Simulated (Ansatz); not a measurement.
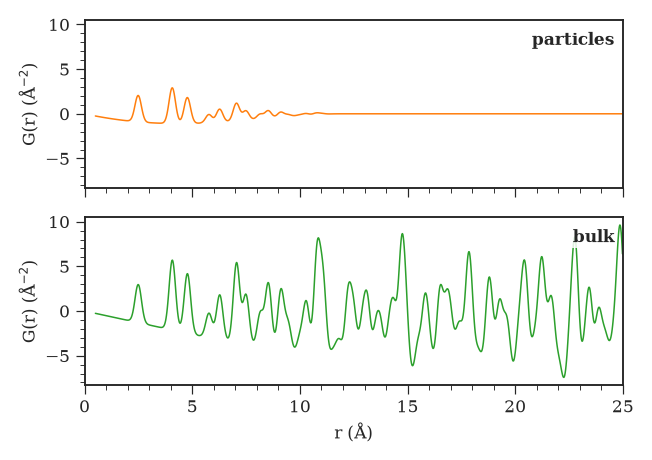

Computed X-ray G(r), with each pair weighted by the product of the atomic numbers (X-ray weights at Q = 0) and a uniform peak width σ = 0.15 Å, for spherical particles of Ge with the bulk structure: the bulk G(r) is multiplied by the envelope of a sphere of diameter D, 1 − 3r/2D + r³/2D³, with no surface relaxation. The number density is 0.0416 atoms per Å³. It is based on the input geometry of an electronic-structure calculation (not necessarily at equilibrium).

Q: Estimate the particle diameter.

A: About 12 Å (1.2 nm): the signal is half of the bulk amplitude at r ≈ 4.2 Å and vanishes at r = D, fading from view somewhat earlier.

Q: Roughly how many atoms does one particle hold?

A: About 38 (number density 0.0416 Å⁻³ times πD³/6).
